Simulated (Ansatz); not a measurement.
**AlGeH$_{5}$ClO$_{2}$F: geometry relaxation (part 1 of 2)**

- system: AlGeH$_{5}$ClO$_{2}$F
- method: RKS B3LYP/def2-SVP (Ansatz 0.2.0)

The input holds or restrains some coordinates. Forces given for the steps count only the free coordinates. It belongs to a series of runs on one base structure; here: pulled along the bonds that form and break, towards end A.

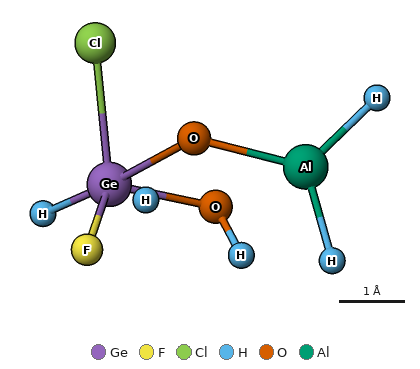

The structure as given in the input (ball-and-stick view, seen at a tilt). Sticks mark near contacts. Bond lengths as drawn: Al–H 1.56 Å, Al–O 1.78 Å, Cl–Ge 2.22 Å, F–Ge 2.03 Å, Ge–H 1.55 Å, Ge–O 1.77 to 2.07 Å and H–O 1.01 Å.

## Summary

- outcome: converged under the restraints of the input
- total energy: −82518.2349 eV
- mean-field energy: −82518.2349 eV
- largest force (length of the vector) at the end, held atoms and coordinates included: 0.967 eV/Å
- hardware: 4 threads of Arm Neoverse V2, 24 GiB of memory available, shared host
- wall time: 46 s (CPU time 2.9 min)
- peak memory: 0.39 GiB

## Input file
```yaml
crystal:
  periodic: [false, false, false]
  atoms:
    - { symbol: Ge, position_ang: [0.0, 0.0, 0.0] }
    - { symbol: F, position_ang: [0.0, 0.0, 2.03] }
    - { symbol: Cl, position_ang: [2.0935, 0.0, -0.7393] }
    - { symbol: H, position_ang: [-0.73, 1.2648, -0.5162] }
    - { symbol: O, position_ang: [-0.8337, -1.4443, -0.5894] }
    - { symbol: H, position_ang: [-1.2883, -1.91, 0.183] }
    - { symbol: O, position_ang: [1.0804, -1.6406, 0.6527] }
    - { symbol: Al, position_ang: [0.4764, -3.3147, 0.6824] }
    - { symbol: H, position_ang: [1.0732, -4.3766, -0.2922] }
    - { symbol: H, position_ang: [-0.6497, -3.7201, 1.683] }
    - { symbol: H, position_ang: [0.6544, -0.9938, 1.7453] }
basis:
  gaussian: { orbitals: def2-SVP }
hamiltonian:
  xc: b3lyp
relax:
  f_tol: 0.15
  max_steps: 25
  restrain:
    - { distance: [0, 6], at: 2.97, k: 30.0 }
    - { distance: [10, 1], at: 2.12, k: 30.0 }
    - { distance: [0, 1], at: 1.68, k: 30.0 }
    - { distance: [10, 6], at: 1.01, k: 30.0 }
```

Run as:
```bash
ansatz run input.yaml --threads 4 --pin off --max-ram 5120MiB --backend cpu --events-out ev --progress --plain --runs-dir out
```

## Output
```
The last accepted step is kept in [file] (removed where the run ends without a failure and the disk answers)
Engine: ansatz 0.2.0, aarch64-unknown-linux-gnu
Functional definition: B3LYP
  parameter a0 = 0.2
  parameter ax = 0.72
  parameter ac = 0.81
  exchange = (1 - a0 - ax)*slater_x + ax*b88_x + a0*exact_x
  correlation = (1 - ac)*vwn_rpa_c + ac*lyp_c
1369 factors; integrals over basis functions are off by at most 2.9e-4 eV
mean field evaluation 1: about -82503.2680 eV, gradient 7.9e1 eV
mean field evaluation 2: about -82417.0559 eV, gradient 1.9e2 eV
mean field evaluation 4: about -82513.8900 eV, gradient 1.5e1 eV
mean field evaluation 8: about -82514.3513 eV, gradient 7.4e-2 eV
mean field evaluation 16: about -82514.3740 eV, gradient 7.2e-5 eV
mean field -82514.37403053 eV, -3032.3473153704 hartree, gradient 2.9e-5 eV, S^2 0.000000; 0 other end points of the search recorded, 0 dependent functions left out
the calculation of the forces begins
reference -82514.37431807 eV, -3032.3473259375 hartree; 46, 46 occupied and 89, 89 virtual orbitals, 1369 factors
relax step   1: F+E_penalty+E_count = -82514.37403053 eV  Δ(F+E_penalty+E_count) = +0.000e0 eV  max|allowed force component| = 5.792e0 eV/Å  E_restraint = 27.66985679 eV  max|allowed force component, restraints' pulls added| = 2.784e1 eV/Å  Δτ_max = 0.0000 Å  (31 SCF iters, accepted)
  distance Ge 0 - O 6 = 2.0700 Å
  distance H 10 - F 1 = 1.2235 Å
  distance Ge 0 - F 1 = 2.0300 Å
  distance H 10 - O 6 = 1.3393 Å
these checks for a lower state are left out or cut short: starts, cluster_reference, orbital_swaps, neighbouring_geometries, increment
1369 factors; integrals over basis functions are off by at most 4.9e-4 eV
mean field -82515.53153986 eV, -3032.3898530539 hartree, gradient 1.5e-5 eV, S^2 0.000000; 0 other end points of the search recorded, 0 dependent functions left out
[... from here on the field's lines of each further geometry are left out, up to the last ...]
relax step   2: F+E_penalty+E_count = -82515.53153986 eV  Δ(F+E_penalty+E_count) = -1.158e0 eV  max|allowed force component| = 5.183e0 eV/Å  E_restraint = 13.10485063 eV  max|allowed force component, restraints' pulls added| = 2.034e1 eV/Å  Δτ_max = 0.1947 Å  (36 SCF iters, accepted)
relax step   3: F+E_penalty+E_count = -82516.36871828 eV  Δ(F+E_penalty+E_count) = -8.372e-1 eV  max|allowed force component| = 3.962e0 eV/Å  E_restraint = 4.09230193 eV  max|allowed force component, restraints' pulls added| = 8.551e0 eV/Å  Δτ_max = 0.1947 Å  (36 SCF iters, accepted)
relax step   4: F+E_penalty+E_count = -82516.91604443 eV  Δ(F+E_penalty+E_count) = -5.473e-1 eV  max|allowed force component| = 3.077e0 eV/Å  E_restraint = 0.56006625 eV  max|allowed force component, restraints' pulls added| = 4.351e0 eV/Å  Δτ_max = 0.1948 Å  (30 SCF iters, accepted)
relax step   5: F+E_penalty+E_count = -82517.55955567 eV  Δ(F+E_penalty+E_count) = -6.435e-1 eV  max|allowed force component| = 1.602e0 eV/Å  E_restraint = 0.04003864 eV  max|allowed force component, restraints' pulls added| = 8.300e-1 eV/Å  Δτ_max = 0.1977 Å  (30 SCF iters, accepted)
relax step   6: F+E_penalty+E_count = -82517.81754644 eV  Δ(F+E_penalty+E_count) = -2.580e-1 eV  max|allowed force component| = 1.482e0 eV/Å  E_restraint = 0.05181085 eV  max|allowed force component, restraints' pulls added| = 1.482e0 eV/Å  Δτ_max = 0.1947 Å  (30 SCF iters, accepted)
relax step   7: F+E_penalty+E_count = -82518.01364132 eV  Δ(F+E_penalty+E_count) = -1.961e-1 eV  max|allowed force component| = 1.797e0 eV/Å  E_restraint = 0.05083464 eV  max|allowed force component, restraints' pulls added| = 1.797e0 eV/Å  Δτ_max = 0.1925 Å  (29 SCF iters, accepted)
relax step   8: F+E_penalty+E_count = -82518.09672514 eV  Δ(F+E_penalty+E_count) = -8.308e-2 eV  max|allowed force component| = 2.068e0 eV/Å  E_restraint = 0.02824559 eV  max|allowed force component, restraints' pulls added| = 2.068e0 eV/Å  Δτ_max = 0.1676 Å  (30 SCF iters, accepted)
relax step   9: F+E_penalty+E_count = -82518.18806477 eV  Δ(F+E_penalty+E_count) = -9.134e-2 eV  max|allowed force component| = 9.480e-1 eV/Å  E_restraint = 0.02534385 eV  max|allowed force component, restraints' pulls added| = 7.192e-1 eV/Å  Δτ_max = 0.1411 Å  (29 SCF iters, accepted)
relax step  10: F+E_penalty+E_count = -82518.20929791 eV  Δ(F+E_penalty+E_count) = -2.123e-2 eV  max|allowed force component| = 9.267e-1 eV/Å  E_restraint = 0.02381726 eV  max|allowed force component, restraints' pulls added| = 3.435e-1 eV/Å  Δτ_max = 0.2000 Å  (29 SCF iters, accepted)
relax step  11: F+E_penalty+E_count = -82518.18691217 eV  Δ(F+E_penalty+E_count) = +2.239e-2 eV  max|allowed force component| = 7.897e-1 eV/Å  E_restraint = 0.02613745 eV  max|allowed force component, restraints' pulls added| = 7.897e-1 eV/Å  Δτ_max = 0.1999 Å  (29 SCF iters, rejected (line search))
relax step  12: F+E_penalty+E_count = -82518.23196709 eV  Δ(F+E_penalty+E_count) = -2.267e-2 eV  max|allowed force component| = 8.164e-1 eV/Å  E_restraint = 0.02648521 eV  max|allowed force component, restraints' pulls added| = 1.539e-1 eV/Å  Δτ_max = 0.0976 Å  (30 SCF iters, accepted)
the calculation of the forces begins
reference -82518.23491431 eV, -3032.4892002324 hartree; 46, 46 occupied and 89, 89 virtual orbitals, 1370 factors
relax step  13: F+E_penalty+E_count = -82518.23462544 eV  Δ(F+E_penalty+E_count) = -2.658e-3 eV  max|allowed force component| = 7.947e-1 eV/Å  E_restraint = 0.02645613 eV  max|allowed force component, restraints' pulls added| = 6.916e-2 eV/Å  Δτ_max = 0.0338 Å  (30 SCF iters, accepted)
```

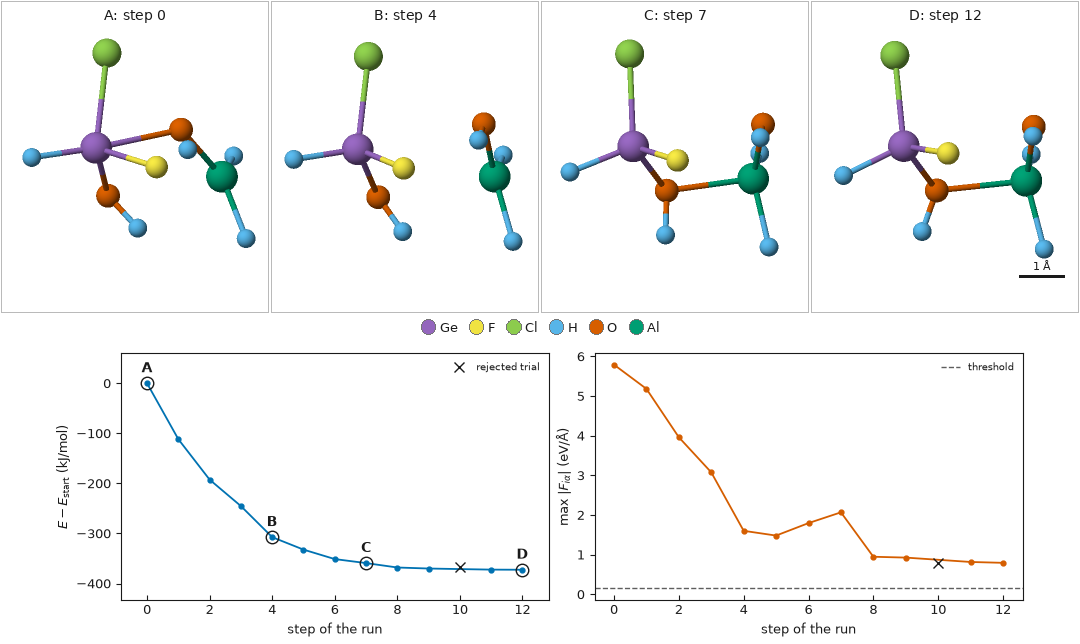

Frames of the restrained relaxation (ball-and-stick view, seen at a tilt) above the curves, on which the letters mark them (the first geometry is step 0 here and step 1 in the log).

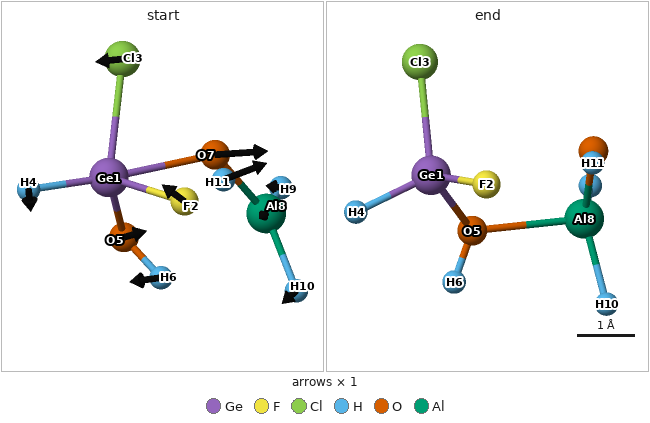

Before (left) and after (right) the restrained relaxation, at one scale (ball-and-stick view, seen at a tilt). The black arrows give the displacements, at true length. Over 12 geometry steps the energy falls by 372.5 kJ/mol. The largest force component goes from 5.8 to 0.79 eV/Å. The line search rejected the trial step at point 10 (counted from 0) and went back. The largest move after the best rigid fit is that of O7, 0.99 Å. Largest moves by element: O 0.99 Å, H 0.84 Å, F 0.52 Å, Cl 0.50 Å, Al 0.20 Å, Ge 0.06 Å. Distances before and after: Ge1–O7 2.070 → 2.965 Å, O5–Al8 2.614 → 2.043 Å, O7–H11 1.339 → 0.981 Å, Ge1–F2 2.030 → 1.709 Å. New bonds form: O7–H11 (1.34 → 0.98 Å). Bonds break: Ge1–O7 (2.07 → 2.96 Å). Among the angles that change: O7–Al8–H9 120.0° → 113.6°, Ge1–O5–H6 109.5° → 114.4°, Cl3–Ge1–H4 109.5° → 112.8°. (Atoms are counted from 1 in the order of the input.)

```
  distance Ge 0 - O 6 = 2.9649 Å
  distance H 10 - F 1 = 2.1270 Å
  distance Ge 0 - F 1 = 1.7094 Å
  distance H 10 - O 6 = 0.9813 Å
1370 factors; integrals over basis functions are off by at most 8.1e-4 eV
mean field -82518.23462544 eV, -3032.4891896166 hartree, gradient 9.8e-6 eV, S^2 0.000000; 1 other end points of the search recorded, 0 dependent functions left out
the calculation of the forces begins
reference -82518.23491431 eV, -3032.4892002324 hartree; 46, 46 occupied and 89, 89 virtual orbitals, 1370 factors
Total energy: -82518.23491431 eV, -3032.4892002324 hartree
Atom 0 at     0.019134     0.057556    -0.011151 Å, force     0.046525    -0.219616    -0.763824 eV/Å
Atom 1 at     0.183942     0.299479     1.673035 Å, force    -0.029448     0.285651     0.794668 eV/Å
Atom 2 at     1.849738     0.337862    -1.049073 Å, force    -0.011431     0.001066     0.003185 eV/Å
Atom 3 at    -1.085698     0.998544    -0.494190 Å, force    -0.005729    -0.005189    -0.003832 eV/Å
Atom 4 at    -0.597970    -1.638110    -0.290653 Å, force    -0.065675    -0.028187     0.056600 eV/Å
Atom 5 at    -1.566468    -1.711764    -0.327097 Å, force     0.028094     0.011029    -0.043257 eV/Å
Atom 6 at     1.479570    -2.084845     1.426845 Å, force    -0.259637     0.634843     0.519926 eV/Å
Atom 7 at     0.331875    -3.173115     0.684674 Å, force     0.030649     0.010316     0.069160 eV/Å
Atom 8 at     0.964219    -4.085864    -0.444115 Å, force    -0.006943     0.005881    -0.017972 eV/Å
Atom 9 at    -0.952153    -3.659745     1.510167 Å, force     0.004461     0.014238    -0.015777 eV/Å
Atom 10 at     1.250010    -1.475298     2.160858 Å, force     0.269134    -0.710032    -0.598875 eV/Å
Dipole moment:    -0.770614     0.832309    -0.350259 e Å
```

## Trajectory as extended XYZ (Å, eV, eV/Å), 13 frames, from step=1 to step=13
```
11
Properties=species:S:1:pos:R:3:forces:R:3 step=1 energy=-82514.37403
Ge    0.0000    0.0000    0.0000    2.7273  -1.1096  -0.1388
F     0.0000    0.0000    2.0300   -0.1784   0.1436  -1.2477
Cl    2.0935    0.0000   -0.7393   -0.0149   2.4812  -1.3997
H    -0.7300    1.2648   -0.5162    0.0104  -0.0685   0.6045
O    -0.8337   -1.4443   -0.5894   -3.4772  -1.1805   0.1130
H    -1.2883   -1.9100    0.1830    0.2302   1.0770  -1.4229
O     1.0804   -1.6406    0.6527   -0.9809  -1.0643   5.7920
Al    0.4764   -3.3147    0.6824    0.7765   1.0155  -0.7143
H     1.0732   -4.3766   -0.2922    0.1887  -0.1376  -0.1112
H    -0.6497   -3.7201    1.6830   -0.4011   0.0656   0.2700
H     0.6544   -0.9938    1.7453    1.1195  -1.2224  -1.7449
```
